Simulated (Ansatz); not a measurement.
**CH4OSe (SMILES OC[SeH]): density, localisation and related maps**

```xyz
7

O    -1.2226    0.2296   -0.6747
C    -0.1231    0.5021    0.1290
Se    1.5618   -0.3452   -0.4460
H    -1.3540   -0.7219   -0.7119
H    -0.2698    0.2209    1.1749
H     0.0609    1.5735    0.0708
H     1.4082   -1.5271    0.4124
```

Geometry: PBE0-D4/def2-TZVP.

These are results of RKS PBE0-D4/def2-TZVPP in Ansatz 0.2.0, not measurements.

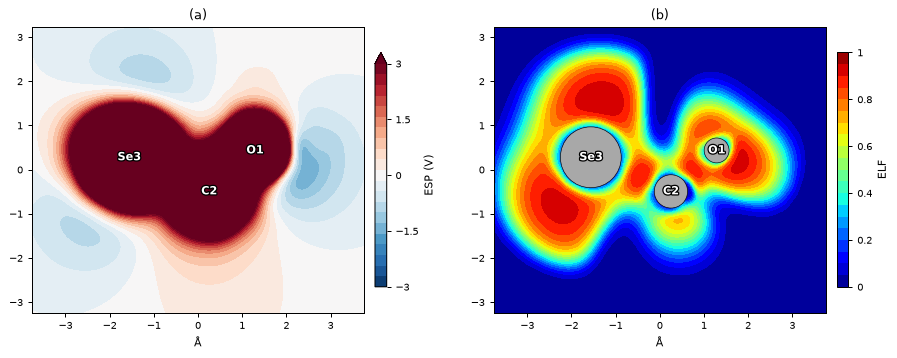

Figure 1. (a) electrostatic potential; (b) ELF on the plane of atoms O1, C2 and Se3. Grey discs cover the atomic cores in the ELF map.

**What do the fields say about this system?**

The plane passes through O, C and Se nuclei. C–O (1.39 Å): the ELF peaks at about 0.90 between the atoms, as expected for a polar covalent bond. C–Se (1.97 Å): the ELF peaks at about 0.90 between the atoms, as expected for localised, covalent bonding. The ELF also peaks beside Se3 and O1, away from the bonds: lone-pair regions. Outside the dense part of the molecule the potential is most negative (−1.5 V) near O1.

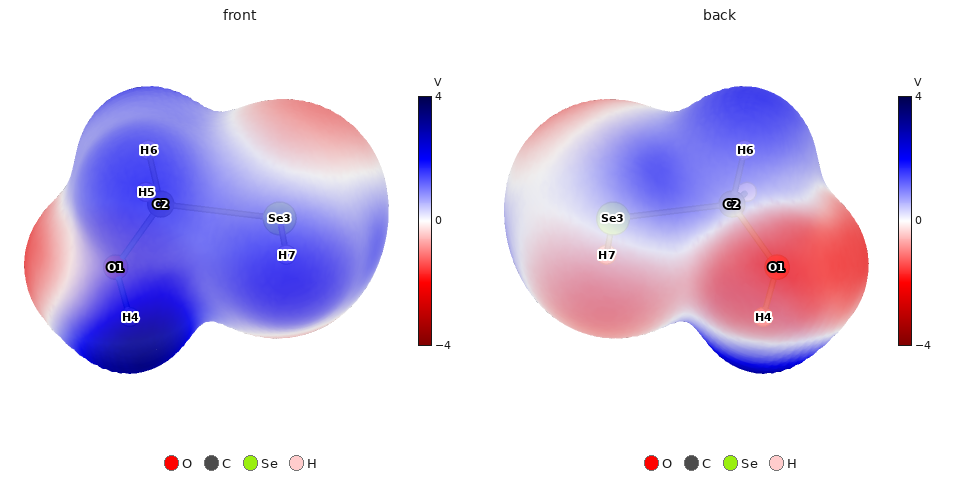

Figure 2. The molecular electrostatic potential painted on the density surface at 0.004 e/bohr³, seen from the front and from behind; the colour scale runs from red (negative) to blue (positive).

**Describe the electrostatic potential map.**

The most negative region (about −1.5 V) lies over O1, the most positive (about +3.3 V) over H4. O1 is the likeliest acceptor of a hydrogen bond.

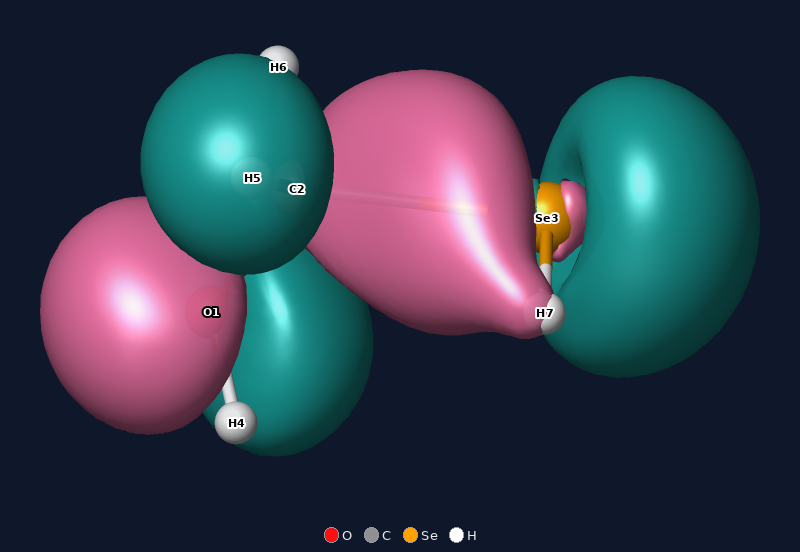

Figure 3. The HOMO−1 at ±0.1 Å⁻³ᐟ² (teal and pink are the two phases), seen at a tilt.

**Where does this orbital lie, and at what energy?**

Its weight (Hirshfeld) is mainly on O1 (about 40 %), Se3 (about 30 %), C2 (about 15 %) and H5 (about 5 %). Its energy is −8.04 eV.

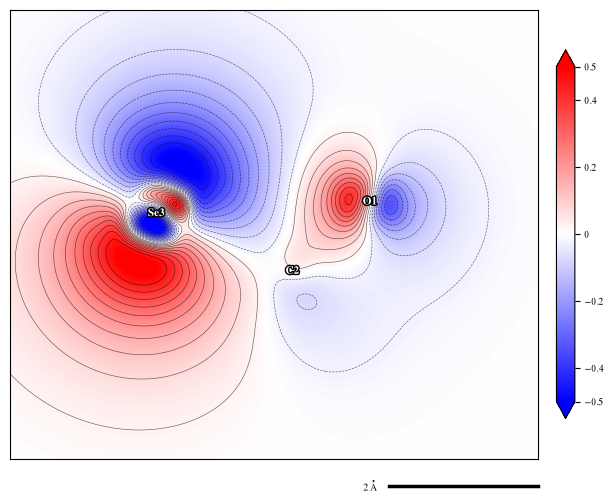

Figure 4. The HOMO on the plane of atoms O1, C2 and Se3 (values in Å⁻³ᐟ²; the overall sign is arbitrary).

**Where does this orbital lie, and at what energy?**

Its weight (Hirshfeld) is mainly on Se3 (about 85 %); largely a lone pair of Se3. Its energy is −6.86 eV.
